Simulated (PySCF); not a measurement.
SMILES C(COC)C(=O)O (C4H8O3) at its GFN2-xTB optimised geometry (Å):

```
15

C      2.3326     0.6837     0.8904
O      1.5520     1.1067    -0.2003
C      0.1646     1.0518     0.0154
C     -0.4005    -0.3740     0.0000
C     -1.9062    -0.3740     0.0000
O     -2.6140     0.5952     0.0000
O     -2.3941    -1.6223     0.0015
H      2.0535     1.2170     1.8072
H      2.2464    -0.3944     1.0665
H      3.3645     0.9190     0.6366
H     -0.2819     1.6223    -0.8024
H     -0.1005     1.5414     0.9634
H     -0.0653    -0.9475     0.8665
H     -0.0569    -0.8981    -0.8948
H     -3.3645    -1.6068    -0.0049
```

Method: PBE0/def2-TZVP run with PySCF. Cells within 0.4 Å of a nucleus heavier than hydrogen are left out (blank, or x).

Map of the electron localisation function on the plane z = 0.0 Å:

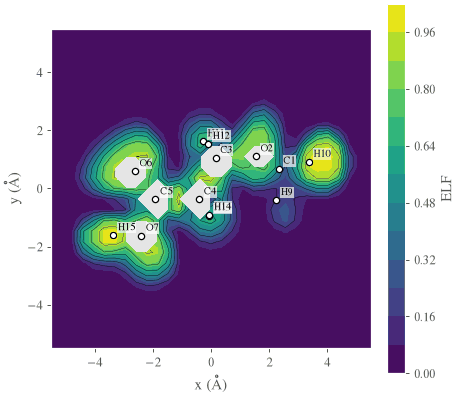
*Electron localisation function on the plane z = 0.0 Å.*
